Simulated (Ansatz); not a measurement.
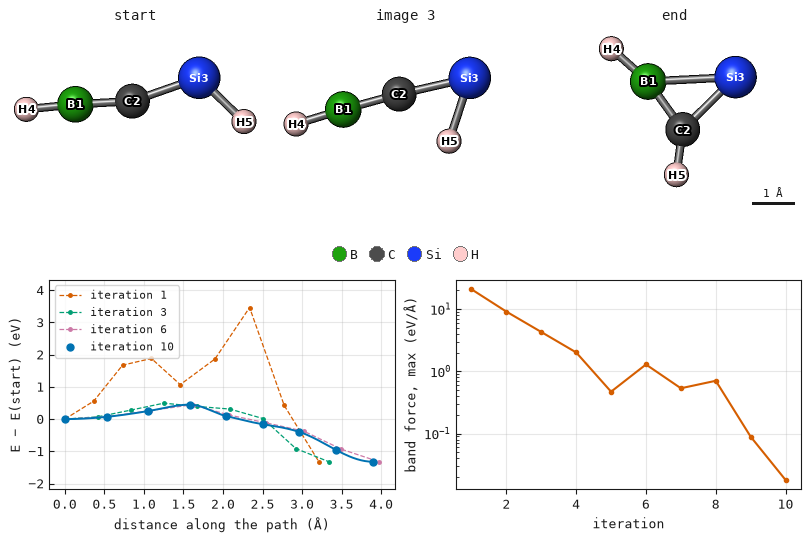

NEB run on CH$_{2}$BSi (multiplicity 2). Images are numbered from 0 (start) to 8 (end). The plot follows the band through its iterations. A ball-and-stick model, seen face on.

Theory: Ansatz, UKS PBE0/def2-SVP. Settings: 7 movable images; climbing image; force threshold 0.05 eV/Å; iteration limit 60; starting path through a guess of the saddle point.

### Did the band converge, and can the barrier be trusted?

The result is final at these settings. The band converged in 10 iterations. The largest component of the band force went from 21 to 0.018 eV/Å. The climbing image converged on the top of the path. Its vibrational analysis gives one imaginary mode (790i cm⁻¹), as a transition state must have. The first iteration put the highest image at 3.46 eV. The energy climbs by 0.45 eV to image 3 and then falls by 1.77 eV, so the end point sits at −1.32 eV.

The run took 2.1 min on 1 thread of Intel(R) Xeon(R) 6975P-C (Granite Rapids), with other jobs on the host, peak memory 0.22 GiB.
